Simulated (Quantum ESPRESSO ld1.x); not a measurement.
# S (charge +1.1): atomic calculation

- system: S with charge +1.1 in the configuration [He] 2s2 2p5.9 3s2 3p3.
- method: scalar-relativistic Kohn-Sham, PBE, spin-unpolarised, spherical densities, point nucleus (Quantum ESPRESSO ld1.x 7.5)

## Input file
```
 &input
    zed=16.0,
    iswitch=1,
    rel=1,
    dft='PBE',
    config='[He] 2s2 2p5.9 3s2 3p3',
    prefix='ld1',
    max_out_wfc=37,
    file_charge='ld1.rho',
 /
```

Hardware: 1 CPU thread, shared host.

## The program's output
```
     Program LD1 v.7.5 starts

     --------------------------- All-electron run ----------------------------

     scalar relativistic calculation

     atomic number is 16.00
     dft =PBE   lsd =0 sic =0 latt =0  beta=0.20 tr2=1.0E-14
     Exchange-correlation= PBE
                           (   1   4   3   4   0   0   0)
     mesh =1923 r(mesh) =  99.82426 a.u. xmin = -8.00 dx = 0.00800
     1 Ry =  13.60569312 eV, c = 137.03599908

     n l     nl                  e(Ry)          e(Ha)          e(eV)
     1 0     1S 1( 2.00)      -178.0712       -89.0356     -2422.7825
     2 0     2S 1( 2.00)       -16.6787        -8.3393      -226.9247
     2 1     2P 1( 5.90)       -12.6356        -6.3178      -171.9161
     3 0     3S 1( 2.00)        -2.1374        -1.0687       -29.0809
     3 1     3P 1( 3.00)        -1.3309        -0.6654       -18.1076

     final scf error:  2.6E-15 reached in  21 iterations

     Etot =    -795.977594 Ry,    -397.988797 Ha,  -10829.826877 eV

     Ekin =     799.069887 Ry,     399.534943 Ha,   10871.899664 eV
     Encl =   -1883.274309 Ry,    -941.637154 Ha,  -25623.252312 eV
     Eh   =     338.255338 Ry,     169.127669 Ha,    4602.198327 eV
     Exc  =     -50.028510 Ry,     -25.014255 Ha,    -680.672555 eV

     normalization and overlap integrals

     s(1S/1S) =  1.000000  <r> =   0.0969  <r2> =    0.0126  r(max) =   0.0635
     s(1S/2S) = -0.001070
     s(1S/3S) = -0.000341
     s(2S/2S) =  1.000000  <r> =   0.4777  <r2> =    0.2715  r(max) =   0.3873
     s(2S/3S) = -0.000177
     s(2P/2P) =  1.000000  <r> =   0.4407  <r2> =    0.2426  r(max) =   0.3248
     s(2P/3P) = -0.000130
     s(3S/3S) =  1.000000  <r> =   1.6203  <r2> =    3.0293  r(max) =   1.3818
     s(3P/3P) =  1.000000  <r> =   1.8640  <r2> =    4.0884  r(max) =   1.5333

     ------------------------ End of All-electron run ------------------------
```

## Orbitals

```
orbital  occupation  energy (eV)  ⟨r⟩ (bohr)  outer maximum (bohr)
     1s           2      −2422.8     0.09687                0.0635
     2s           2     −226.925      0.4777                 0.387
     2p         5.9     −171.916      0.4407                 0.325
     3s           2      −29.081       1.620                  1.38
     3p           3      −18.108       1.864                  1.53
```

## Slater integrals of the outer shells (hartree)

| integral | value |
| --- | --- |
| F0(3p,3p) | 0.4854 |
| F2(3p,3p) | 0.2447 |
| F0(3p,3s) | 0.5174 |
| G1(3p,3s) | 0.3418 |
| F0(3p,2p) | 0.6629 |
| F2(3p,2p) | 0.1093 |
| G0(3p,2p) | 0.0435 |
| G2(3p,2p) | 0.0432 |
| F0(3p,2s) | 0.6557 |
| G1(3p,2s) | 0.0335 |
| F0(3p,1s) | 0.7209 |
| G1(3p,1s) | 0.0331 |
| F0(3s,3s) | 0.5565 |
| F0(3s,2p) | 0.7405 |
| G1(3s,2p) | 0.0542 |
| F0(3s,2s) | 0.7342 |
| G0(3s,2s) | 0.0434 |
| F0(3s,1s) | 0.8074 |
| G0(3s,1s) | 0.0224 |
| F0(2p,2p) | 2.0829 |

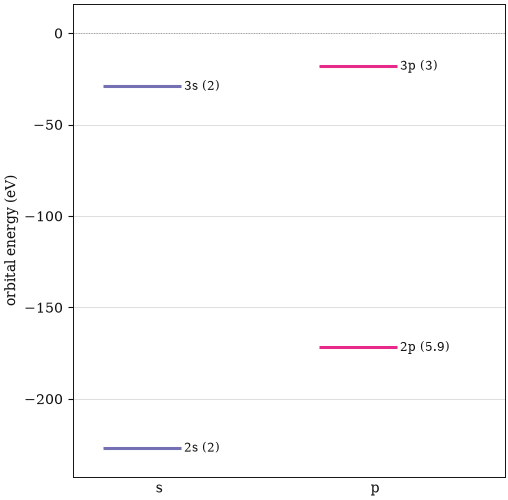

The outer levels are drawn (occupations in brackets). The highest occupied level is 3p at −18.1 eV. From the top down the occupied levels run 3p (−18.1 eV), 3s (−29.1 eV), 2p (−171.9 eV), 2s (−226.9 eV). The open 2p shell lies under a filled one.

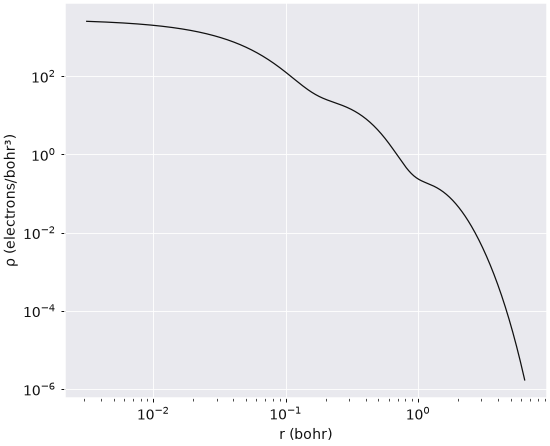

The electron density ρ(r) on a logarithmic scale. The density falls from 2500 electrons/bohr³ at the inner end (r = 0.0031 bohr) to 0.001 at r = 3.67 bohr, a common measure of the size of an atom or ion. The steps in the slope mark the shells; the radial density has its minima at 0.16 and 1.0 bohr.

## Results in brief

```tsv
quantity	value
outcome	converged
total energy	−397.988797 hartree
kinetic energy	399.534943 hartree
electron–nucleus energy	−941.637154 hartree
Hartree energy	169.127669 hartree
exchange–correlation energy	−25.014255 hartree
radius at density 0.001 e/bohr³	3.67 bohr
SCF iterations	21
wall time	0.59 s
```
